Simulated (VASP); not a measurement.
Band structure of HgTe (relaxed from the CsCl structure, space group Pm-3m). These are r2SCAN meta-GGA, VASP's PBE PAW potentials (set 64) (plane waves; VASP 6.6.1) values and carry that method's errors.

Unless said otherwise, spin-orbit coupling is left out, though it shifts the bands of the heavy elements here.

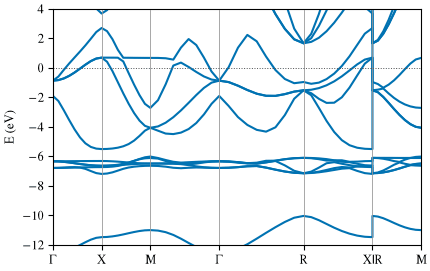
Bands along high-symmetry lines, zero at the valence-band maximum or, without a gap, the Fermi level

### Question
Read the plot: is there a gap, and where are the band edges?

### Answer
It has no gap at this level: it comes out as a metal or semimetal.

The structure was generated: HgTe was put into the CsCl type (Pm-3m), which need not be its known phase. It was relaxed first, which changed the volume by +15 %.
